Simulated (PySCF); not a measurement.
# Co²⁺: atomic calculation

Co²⁺, configuration 1s2 2s2 2p6 3s2 3p6 3d6 4s1, multiplicity 6. Computed at this level: unrestricted HF, aug-cc-pVTZ-DK, spin-free X2C-1e, Gaussian nucleus (PySCF).

## Summary

| quantity | value |
| --- | --- |
| outcome | converged |
| total energy | −1390.8950 hartree |
| ⟨S²⟩ | 8.752 |
| ⟨L²⟩ | 6.02 |
| static polarisability | 17.7 bohr³ |
| C₆ of the like pair | 66.4 hartree bohr⁶ |
| SCF iterations | 6 |
| hardware | 1 CPU thread, shared host |
| CPU time | 23 s (integrals apart) |

## Notes

This is not the ground configuration of the species.

## Input
```python
from pyscf import gto, scf, dft, mp, cc
import basis_set_exchange as bse
mol = gto.M(atom="Co 0 0 0", charge=2, spin=5, symmetry="D2h",
            basis=gto.basis.parse(bse.get_basis("aug-cc-pVTZ-DK", elements=["Co"], fmt="nwchem")),
            nucmod="G")
mf = scf.UHF(mol).sfx2c1e()
mf.irrep_nelec = {'Ag': (6, 3), 'B1g': (1, 1), 'B2g': (1, 0), 'B3g': (1, 0), 'B1u': (2, 2), 'B2u': (2, 2), 'B3u': (2, 2)}
mf.kernel()
```

The script is an equivalent of what the driver set up; the driver started from orbitals of its own, so the log can be shorter than this script's would be, and it computed the properties (radii, ⟨L²⟩, response) afterwards. It held the occupations shell by shell, which the script's counts by irreducible representation don't always enforce.

## Output (extracts)
```
damping factor = 0
level_shift factor = 0
DIIS = <class 'pyscf.scf.diis.CDIIS'>
diis_start_cycle = 1
diis_space = 10
diis_damp = 0
SCF conv_tol = 1e-09
SCF conv_tol_grad = None
number electrons alpha = 15  beta = 10
cycle= 1 E= -1390.89485100211  delta_E= -0.00519  |g|= 0.0266  |ddm|= 0.0399
cycle= 2 E= -1390.89496354529  delta_E= -0.000113  |g|= 0.00475  |ddm|= 0.00914
cycle= 3 E= -1390.89496959841  delta_E= -6.05e-06  |g|= 0.000701  |ddm|= 0.00373
cycle= 4 E= -1390.89496980993  delta_E= -2.12e-07  |g|= 0.000322  |ddm|= 0.00135
cycle= 5 E= -1390.89496984252  delta_E= -3.26e-08  |g|= 4.55e-05  |ddm|= 0.000552
cycle= 6 E= -1390.89496984338  delta_E= -8.67e-10  |g|= 5.36e-06  |ddm|= 9.02e-05
converged SCF energy = -1390.89496984338  <S^2> = 8.7519757  2S+1 = 6.0006585
```

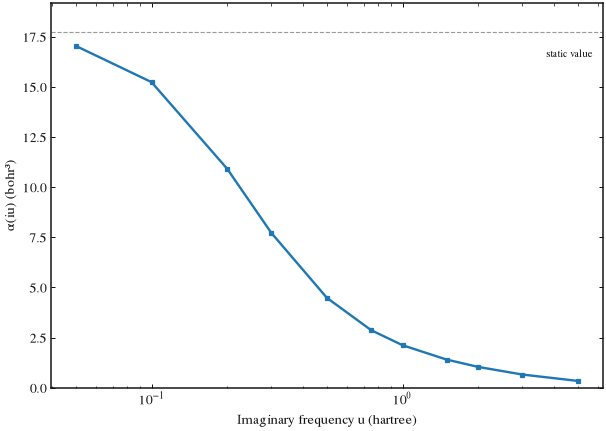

**Figure 1.** Dipole polarisability at imaginary frequency of Co²⁺ ([Ar] 3d⁶ 4s). Coupled response at the HF level; PySCF, aug-cc-pVTZ-DK, spin-free X2C-1e, unrestricted single determinants, no spin-orbit coupling. The static dipole polarisability is 17.7 bohr³; α(iu) falls to half of it near u = 0.26 hartree. The Casimir–Polder integral gives C₆ = 66.4 hartree bohr⁶ for two such species.

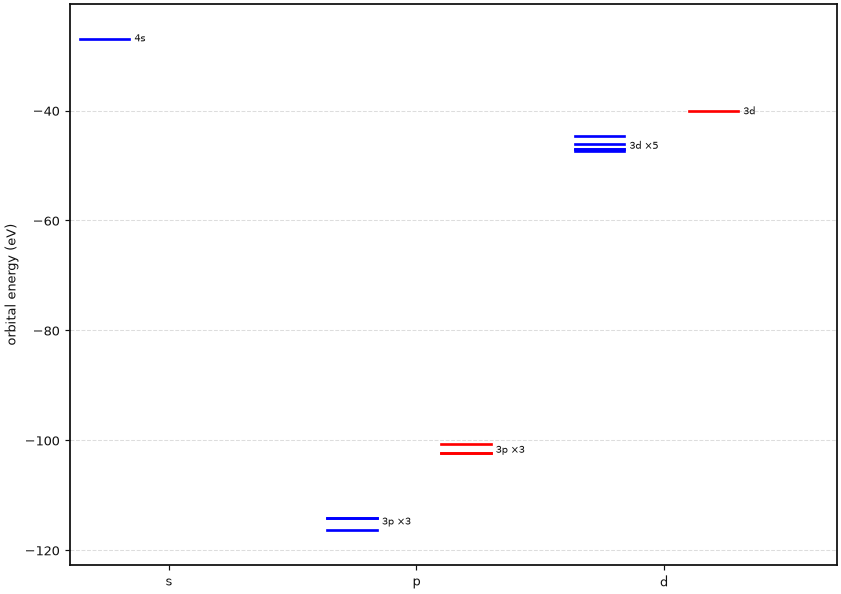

**Figure 2.** Orbital energies of the mean field, from the top down to −116.4 eV, by angular momentum, α spin at the left of each column and β at the right; ×n counts the orbitals under one label. The highest filled orbital is 4s α at −26.9 eV, the lowest empty one d β at −16.9 eV.

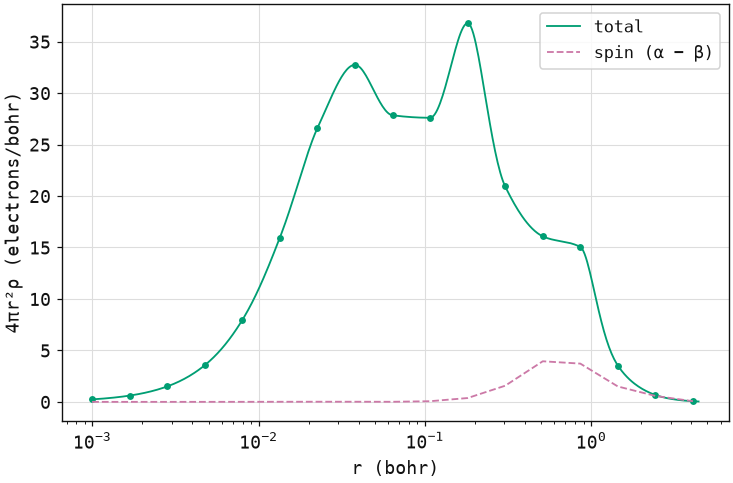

**Figure 3.** Spherically averaged radial density 4πr²ρ of the mean field and its spin part; markers are the stored points, which are sparse, and the line is a monotone interpolation between them. The largest stored value is 36.8 electrons/bohr at r = 0.18 bohr. Root-mean-square radii of the shells: 2p 0.249, 2s 0.276, 3s 0.824, 3p 0.876, 3d 1.05, 4s 2.53 bohr.
